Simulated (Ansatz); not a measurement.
## Electronic structure of BClH$_{2}$···Cl (doublet) in real space

The calculation's input:

```
crystal:
  periodic: [false, false, false]
  atoms:
    - { symbol: B, position_ang: [0.0, 0.0, -0.088305] }
    - { symbol: Cl, position_ang: [0.0, 0.0, 1.733894] }
    - { symbol: H, position_ang: [1.071374, 0.0, -0.624867] }
    - { symbol: H, position_ang: [-1.071374, 0.0, -0.624867] }
    - { symbol: Cl, position_ang: [0.0, 0.0, 4.974147] }
magnetization:
  spin_polarized: true
  initial_magnetization: 1
basis:
  gaussian: { orbitals: "6-31G*" }
hamiltonian:
  xc: revpbe
  dispersion: d4
relax:
  f_tol: 0.03
  max_steps: 50
output:
  orbitals: {}
```

Launched as:

```sh
ansatz run input.yaml --threads 2 --pin off --max-ram 3072MiB --backend cpu --events-out ev --progress --plain --runs-dir out
```

The fields are those of the run's last geometry, not of the input's.

Computed with UKS revPBE-D4/6-31G* (Ansatz 0.2.0).

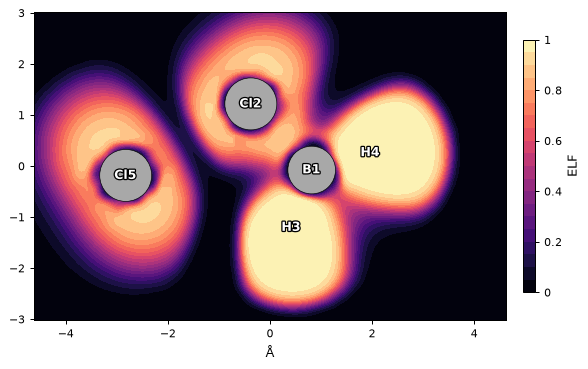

Figure 1. Electron localisation function on the molecular plane. Grey discs cover the atomic cores.

Question: Describe what can be read from this map.

Answer:
- Atoms in the plane: B, Cl and H.
- Cl2···Cl5 (2.82 Å): the ELF dips to about 0.10 between them.
- B–Cl (1.76 Å): the ELF peaks at about 0.90 between the atoms; a polar covalent bond.
- B–H (1.20 Å): the ELF climbs to about 1 towards the hydrogen, as it does in any bond to H (a covalent bond by its length).
- The ELF also peaks beside Cl2, away from the bonds: non-bonding electrons, paired or unpaired.

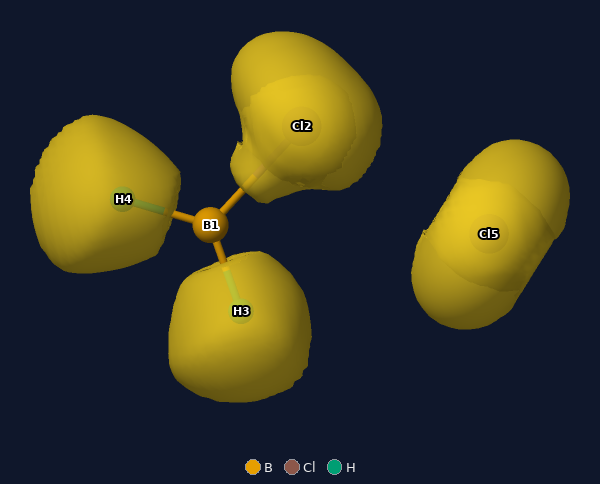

Figure 2. Isosurface of the electron localisation function at 0.8 (yellow), seen across its widest extent. Core shells and regions of very low density are left out.

Question: Describe the localisation domains.

Answer: At this value the surface marks out two regions around hydrogen nuclei, one region on Cl in which the atom's valence shell and bonds are merged and one region wrapped around Cl (its valence shell).

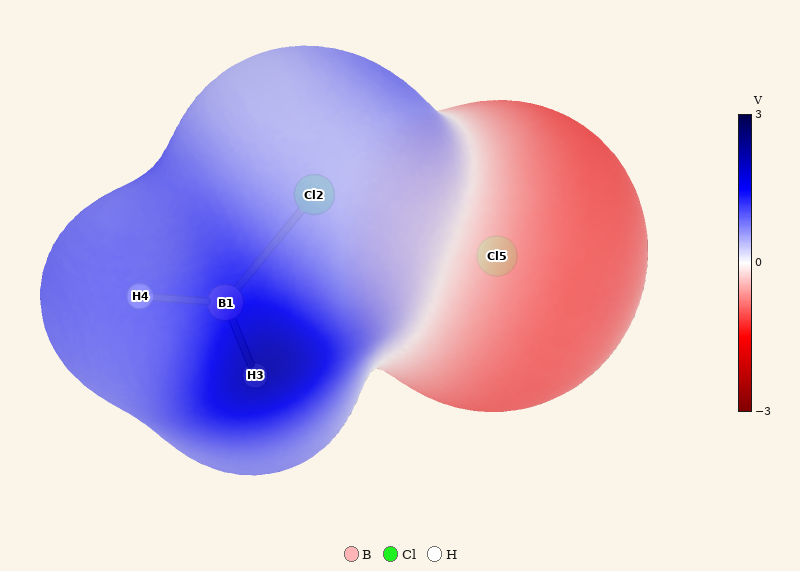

Figure 3. The electrostatic potential painted on the density surface at 0.002 e/bohr³, seen at a tilt; red is negative and blue positive.

Question: Which sites attract a positive test charge, and which a negative one?

Answer: A positive charge is drawn to the negative regions and a negative charge to the positive ones. The most negative region (about −1.0 V, or −23 kcal/mol for a unit charge) lies over Cl5, the most positive (about +2.0 V, or +46 kcal/mol for a unit charge) over B1. Cl2 shows a σ-hole: about +0.7 V, or +16 kcal/mol for a unit charge at the tip opposite its bond, against about +0.3 V on its flanks.

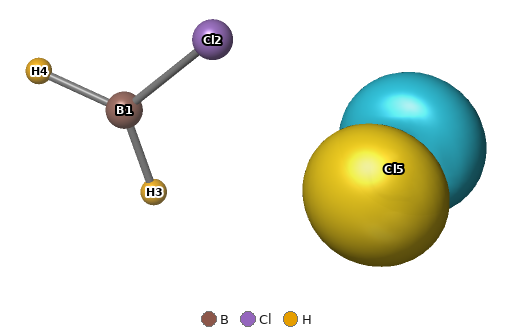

Figure 4. The HOMO (α) at ±0.2 Å⁻³ᐟ² (yellow and cyan are the two phases), seen at a tilt.

Question: Describe this orbital and give its energy.

Answer: It lies mainly on Cl5 (about 100 %); it changes sign across the molecular plane (π type). Its energy is −7.12 eV.
